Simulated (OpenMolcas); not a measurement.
**How methods differ on SnS (SMILES [S][Sn])**

The species is SnS (2 atoms), meant as a singlet with charge 0. As SMILES, `[S][Sn]`. Geometry: the measured bond length.

```xyz
2

S     0.0000    0.0000    0.0000
Sn    0.0000    0.0000    2.2090
```

Each level gives the energy change with the S1–Sn2 bond stretched from 2.209 to 2.430 Å (eV). The values are calculated.

| level | kind | program | value (eV) | CPU time (all runs) |
| --- | --- | --- | --- | --- |
| B97-1/def2-SVP (core potential) (restricted) | global hybrid | OpenMolcas | 0.30 | 6.2 s |
| B97-1/def2-TZVP (core potential) (restricted) | global hybrid | OpenMolcas | 0.37 | 17 s |
| B97-1/def2-TZVPP (core potential) (restricted) | global hybrid | OpenMolcas | 0.37 | 18 s |
| B97-1/def2-QZVP (RICD fitting, core potential) (restricted) | global hybrid | OpenMolcas | 0.38 | 53 s |
| MP2/ANO-RCC-MB (DKH2) (restricted) | perturbation theory | OpenMolcas | -0.42 | 6.3 s |
| MP2/ANO-RCC-VDZ (DKH2) (restricted) | perturbation theory | OpenMolcas | -0.13 | 6.6 s |
| MP2/ANO-RCC-VDZP (DKH2) (restricted) | perturbation theory | OpenMolcas | 0.31 | 11 s |
| MP2/ANO-RCC-VTZP (DKH2) (restricted) | perturbation theory | OpenMolcas | 0.41 | 29 s |
| RI-MP2/ANO-RCC-VQZP (DKH2, RICD fitting) (restricted) | perturbation theory | OpenMolcas | 0.43 | 73 s |

The first shape isn't each level's own minimum. The values span -0.42 to 0.43 eV. In the correlated wave-function rows the outer d shell of Sn is correlated, in sets not made for it. Without the sets that lack polarisation functions the rows with a basis span only 0.30 to 0.43 eV. Times are those of the runs behind each value, whatever else they computed, on shared processors of several kinds: orders of magnitude only.

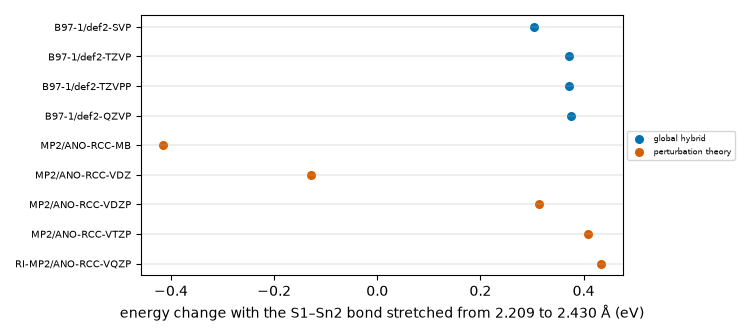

The values of the table, level by level.
